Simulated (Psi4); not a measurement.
# [OF2]+ (SMILES F[O+]F): U-wB97X-V/cc-pVTZ

Aim: the energy change on altering one bond length of [OF2]+ at U-wB97X-V/cc-pVTZ, from 2 runs. 

The calculation is run with Psi4 1.11.

1 further run of the same task is left out (it didn't finish).

## (1) Starting point

The species is [OF2]+ (3 atoms), meant as a doublet with charge +1. SMILES: `F[O+]F`. The shape is that of a PBE0-D4/def2-TZVP optimisation.

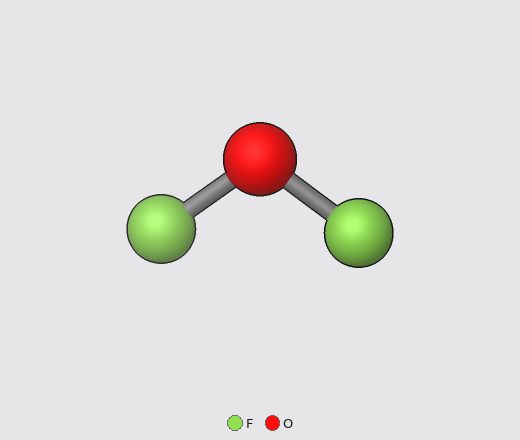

Viewed from a chosen angle; fluorine green, oxygen red.

## (2) The energy at U-wB97X-V/cc-pVTZ

The input, f2o.xyz:

```xyz
3
F2O
F      0.920200    -0.309010     0.473410
O      0.000640     0.505210     0.055670
F     -0.920840    -0.196190    -0.529090
```

The input, f2o.py:

```python
import psi4

psi4.set_memory(2200000000)
psi4.set_num_threads(1)
psi4.core.set_output_file('output.dat', False)

with open('f2o.xyz') as f:
    atoms = ''.join(f.readlines()[2:])
m = psi4.geometry('1 2\n' + atoms + 'symmetry c1\nno_reorient\nno_com')

options = {'basis': 'cc-pVTZ', 'reference': 'uks', 'puream': True, 'e_convergence': 1e-09, 'd_convergence': 1e-08, 'scf_type': 'pk', 'dft_radial_points': 99, 'dft_spherical_points': 590, 'maxiter': 100}
psi4.set_options(options)

e = psi4.energy("wb97x-v")
print(f'wb97x-v energy: {e:.10f} Eh')
for k, v in sorted(psi4.core.scalar_variables().items()):
    print(f'{k:45s} {v:18.10f}')
```

Command:

```
$ python f2o.py
```

output.dat:

```text
[...]
  Running in c1 symmetry.
[...]
  Nuclear repulsion =   79.155290775448890
[...]
  Multiplicity = 2
[...]
  Nalpha       = 13
  Nbeta        = 12
[...]
    Number of basis functions: 90
[...]
   @UKS iter   1:  -274.04339921662574    3.89756e-01   7.33525e-03 ADIIS/DIIS
[...]
   @UKS iter  14:  -274.20063692502669   -3.75167e-12   5.25039e-09 DIIS
[...]
   @S^2 Observed:                7.532176356E-01
[...]
    Orbital Energies [Eh]
    ---------------------
    Alpha Occupied:
       1A    -25.273980     2A    -25.273976     3A    -19.939924
       4A     -1.976431     5A     -1.804317     6A     -1.472752
       7A     -1.173019     8A     -1.148711     9A     -1.127505
      10A     -0.992923    11A     -0.948908    12A     -0.945503
      13A     -0.879834
    Alpha Virtual:
      14A     -0.320679    15A     -0.270731    16A      0.288494
      17A      0.297443    18A      0.303641    19A      0.437740
      20A      0.478688    21A      0.505998    22A      0.543582
      23A      0.555198    24A      0.571398    25A      0.673334
[...]
  @UKS Final Energy:  -274.20063692502669
   => Energetics <=
    Nuclear Repulsion Energy =             79.1552907754488899
    One-Electron Energy =                -527.8407979724363486
    Two-Electron Energy =                 195.2880260563624972
    DFT Exchange-Correlation Energy =     -20.9089763749652171
    Empirical Dispersion Energy =           0.0000000000000000
    VV10 Nonlocal Energy =                  0.1058205905635142
    Total Energy =                       -274.2006369250266857
[...]
 Multipole Moments:
 ------------------------------------------------------------------------------------
     Multipole            Electronic (a.u.)      Nuclear  (a.u.)        Total (a.u.)
 ------------------------------------------------------------------------------------
 L = 1.  Multiply by 2.5417464519 to convert [e a0] to [Debye]
 Dipole X            :          0.0014164           -0.0012094            0.0002070
 Dipole Y            :          1.1250458           -0.9545385            0.1705074
 Dipole Z            :          0.1241489           -0.1053711            0.0187778
 Magnitude           :                                                    0.1715384
[...]
```

Standard output:

```text
wb97x-v energy: -274.2006369250 Eh
CURRENT ENERGY                                   -274.2006369250
CURRENT REFERENCE ENERGY                         -274.2006369250
DD SOLVATION ENERGY                                 0.0000000000
DFT FUNCTIONAL TOTAL ENERGY                      -274.2006369250
DFT TOTAL ENERGY                                 -274.2006369250
DFT VV10 ENERGY                                     0.1058205906
DFT XC ENERGY                                     -20.9089763750
GRID ELECTRONS ALPHA                               12.9999998866
GRID ELECTRONS BETA                                11.9999999404
GRID ELECTRONS TOTAL                               24.9999998270
NUCLEAR REPULSION ENERGY                           79.1552907754
ONE-ELECTRON ENERGY                              -527.8407979724
PCM POLARIZATION ENERGY                             0.0000000000
PE ENERGY                                           0.0000000000
SCF ITERATION ENERGY                             -274.2006369250
SCF ITERATIONS                                     14.0000000000
SCF TOTAL ENERGY                                 -274.2006369250
TWO-ELECTRON ENERGY                               195.2880260564
XC GRID RADIAL POINTS                              99.0000000000
XC GRID SPHERICAL POINTS                          590.0000000000
XC GRID TOTAL POINTS                           166842.0000000000
```

Run time: 26 s. Hardware: 1 thread of Intel Xeon 6975P-C (Granite Rapids), shared host; peak memory 0.79 GiB.

## (3) The distorted shape at the same level

The input, f2o.inp:

```
memory 2200 mb

molecule {
  1 2
  F      3.82416695    -2.43031063     1.84190283
  O      0.00120942     0.95470854     0.10520105
  F     -1.74013540    -0.37074537    -0.99983520
  units bohr
  symmetry c1
}

set {
  basis                cc-pVTZ
  reference            uks
  puream               true
  e_convergence        1e-09
  d_convergence        1e-08
  scf_type             pk
  dft_radial_points    99
  dft_spherical_points 590
  maxiter              100
}

energy_value, wavefunction = energy("wb97x-v", return_wfn=True)
```

Command:

```
$ psi4 -i f2o.inp -o f2o.out -n 1
```

f2o.out:

```text
[...]
  Running in c1 symmetry.
[...]
  Nuclear repulsion =   55.030910798462017
[...]
  Multiplicity = 2
[...]
  Nalpha       = 13
  Nbeta        = 12
[...]
    Number of basis functions: 90
[...]
   @UKS iter   1:  -273.16294959291923    6.12878e-01   1.15251e-02 DIIS/ADIIS
[...]
   @UKS iter  30:  -274.11526206497740   -2.83080e-11   8.52682e-09 DIIS
[...]
   @S^2 Observed:                1.746025111E+00
[...]
    Orbital Energies [Eh]
    ---------------------
    Alpha Occupied:
       1A    -25.358320     2A    -25.039203     3A    -19.923318
       4A     -1.938399     5A     -1.534964     6A     -1.508417
       7A     -1.133632     8A     -1.132847     9A     -1.056122
      10A     -0.942680    11A     -0.850383    12A     -0.765263
      13A     -0.763425
    Alpha Virtual:
      14A     -0.537717    15A     -0.316225    16A      0.270786
      17A      0.289671    18A      0.291925    19A      0.407451
      20A      0.486358    21A      0.516831    22A      0.522574
      23A      0.642283    24A      0.645010    25A      0.701677
[...]
  @UKS Final Energy:  -274.11526206497740
   => Energetics <=
    Nuclear Repulsion Energy =             55.0309107984620169
    One-Electron Energy =                -481.3647650496179153
    Two-Electron Energy =                 172.9068584652566472
    DFT Exchange-Correlation Energy =     -20.7964804290976168
    Empirical Dispersion Energy =           0.0000000000000000
    VV10 Nonlocal Energy =                  0.1082141500194937
    Total Energy =                       -274.1152620649774008
[...]
 Multipole Moments:
 ------------------------------------------------------------------------------------
     Multipole            Electronic (a.u.)      Nuclear  (a.u.)        Total (a.u.)
 ------------------------------------------------------------------------------------
 L = 1.  Multiply by 2.5417464519 to convert [e a0] to [Debye]
 Dipole X            :         -1.0672384           -0.3165968           -1.3838352
 Dipole Y            :          0.3249999            0.7040485            1.0290483
 Dipole Z            :         -0.0000000           -0.0000000           -0.0000000
 Magnitude           :                                                    1.7245117
[...]
```

It took 44 s on 1 thread of Intel Xeon 6975P-C (Granite Rapids), shared host; peak memory 0.7 GiB.

## (4) What came out

Level: U-wB97X-V/cc-pVTZ.

| quantity | value |
| --- | --- |
| first shape: total energy | -274.20064 Eh |
| first shape: HOMO energy (highest over α and β) | -23.94 eV |
| first shape: LUMO energy (lowest over α and β) | -13.47 eV |
| first shape: ⟨S²⟩ | 0.753 |
| distorted shape: total energy | -274.11526 Eh |
| distorted shape: HOMO energy (highest over α and β) | -19.76 eV |
| distorted shape: LUMO energy (lowest over α and β) | -14.73 eV |
| distorted shape: ⟨S²⟩ | 1.746 |
| energy change with the F1–O2 bond stretched from 1.297 to 2.854 Å | 2.323 eV |

In words: With the F1–O2 bond stretched from 1.297 to 2.854 Å the energy rises by 2.32 eV (54 kcal/mol). The first shape isn't relaxed at this level, so the change isn't measured from a minimum. ⟨S²⟩ (distorted shape) is 1.75 where a pure doublet has 0.75: the reference is spin-contaminated.
